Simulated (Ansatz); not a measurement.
CH₄AlIn (SMILES [AlH2][CH2][In])

```xyz
7

C     0.1834    0.0082   -0.9601
Al    1.0559   -1.6766   -1.2338
In    1.4371    1.9284   -0.7401
H     1.4399   -2.1634   -2.7025
H     1.5581   -2.5418    0.0075
H    -0.3967    0.0513   -0.0174
H    -0.4711    0.3032   -1.8037
```

Geometry: B3LYP-D3(BJ)/def2-SVP; core potentials replace the inner electrons of In.

Level of theory: isolated molecule in a Gaussian basis; Kohn-Sham density functional theory, functional PBE0 (Ansatz).

Q: What will maps of the electron density and electron localisation function show?

A: C–Al (1.92 Å): ρ is about 0.72 e/Å³ halfway; the ELF peaks at about 0.95 between the atoms, as expected for a shared but strongly polarised pair.
C–In (2.30 Å): ρ is about 0.49 e/Å³ halfway; the ELF peaks at about 0.85 in the valence shell of C, 0.7 Å from its nucleus, and drops to about 0.20 between the two atoms.

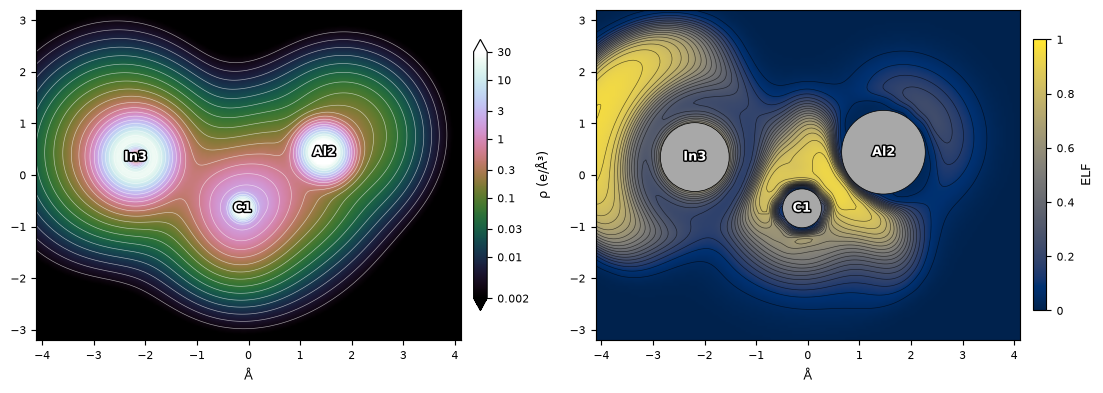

Computed electron density and electron localisation function on the plane of atoms Al2, C1 and In3, in this order. Grey discs cover the atomic cores in the ELF map. 
